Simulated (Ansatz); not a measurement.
# H2O2Si···H2: what the fields show

The calculation's input:

```
crystal:
  periodic: [false, false, false]
  atoms:
    - { symbol: Si, position_ang: [-0.121492, -0.27064, -1.078257] }
    - { symbol: H, position_ang: [1.075307, -0.121492, 1.299593] }
    - { symbol: H, position_ang: [1.370358, 0.455088, 1.009547] }
    - { symbol: O, position_ang: [-0.769298, 1.214627, -0.796984] }
    - { symbol: H, position_ang: [-1.47929, 1.307897, -0.176228] }
    - { symbol: O, position_ang: [-1.094026, -1.171996, -0.070312] }
    - { symbol: H, position_ang: [-0.977058, -2.109884, -0.04876] }
basis:
  gaussian: { orbitals: def2-SVP }
hamiltonian:
  xc: hf
relax:
  f_tol: 0.03
  max_steps: 50
output:
  orbitals: {}
```

Command:

```sh
ansatz run input.yaml --threads 1 --pin off --max-ram 2048MiB --backend cpu --events-out ev --progress --plain --runs-dir out
```

The fields are those of the run's last geometry, not of the input's.

These are results of Ansatz, RHF/def2-SVP, not measurements.

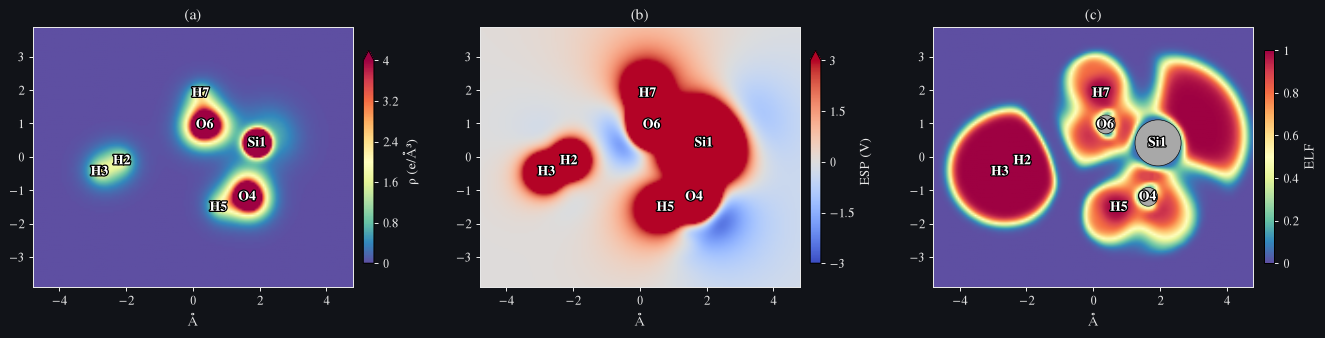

Figure 1. (a) total electron density; (b) molecular electrostatic potential; (c) ELF on the molecular plane. Grey discs cover the atomic cores in the ELF map.

What do the fields say about this system?

Atoms in the plane: Si, H and O. O6···H2 (2.74 Å): the density falls to about 0.04 e/Å³ on the way; the ELF dips to about 0 between them (a weak contact between the two molecules). Si–O (1.64 Å): ρ at the midpoint is about 1.1 e/Å³; the ELF peaks at about 0.90 between the atoms, as expected for a polar covalent bond. H–H (0.75 Å): the density is about 1.7 e/Å³ at the midpoint; the ELF is about 1 at the midpoint. O–H (0.95 Å): the density is about 3.8 e/Å³ at the midpoint; the ELF climbs to about 1 towards the hydrogen, as it does in any bond to H (an ordinary covalent bond to hydrogen). The ELF also peaks beside O4, O6 and Si1, away from the bonds: lone-pair regions. Outside the dense part of the complex the potential is most negative (−2.4 V) near O4.

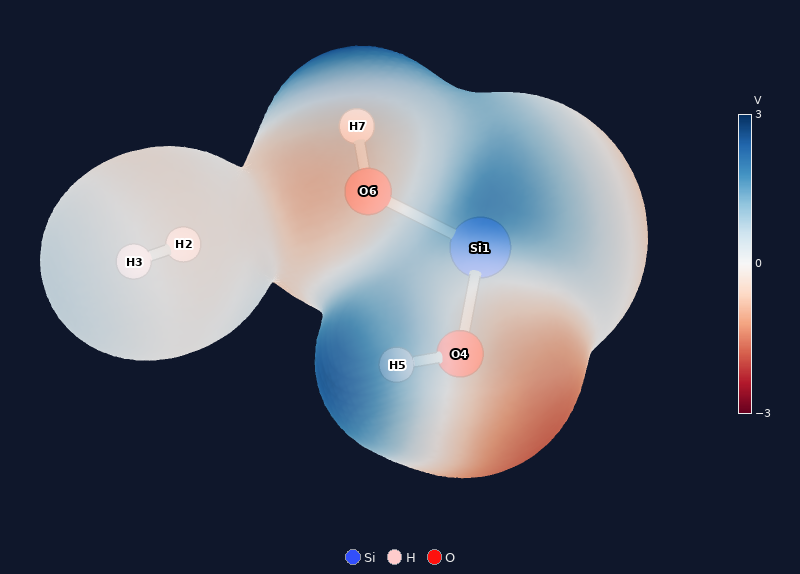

Figure 2. The electrostatic potential painted on the density surface at 0.002 e/bohr³, seen at a tilt; the colour scale runs from red (negative) to blue (positive).

Which sites attract a positive test charge, and which a negative one?

A positive charge is drawn to the negative regions and a negative charge to the positive ones. The most negative region (about −1.7 V) lies over O4, the most positive (about +2.8 V) over H7. O4 is the likeliest acceptor of a hydrogen bond.

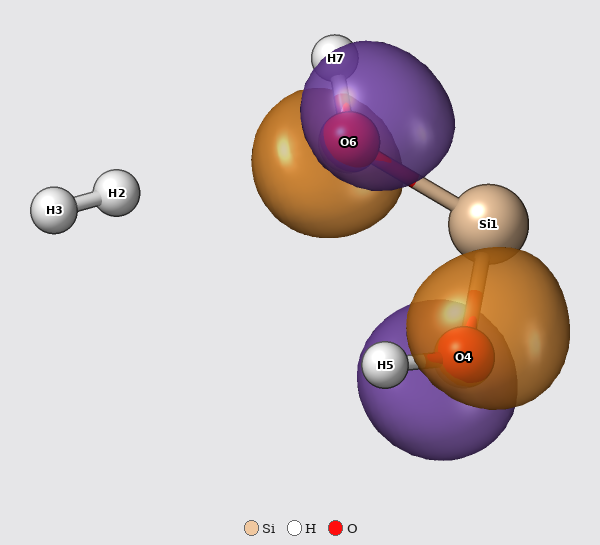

Figure 3. The HOMO−1 at ±0.15 Å⁻³ᐟ² (orange and purple are the two phases), seen at a tilt.

Where does this orbital lie, and at what energy?

Its weight (Hirshfeld) is mainly on O4 (about 50 %) and O6 (about 35 %); largely a combination of lone pairs on O4 and O6. Its energy is −13.83 eV.
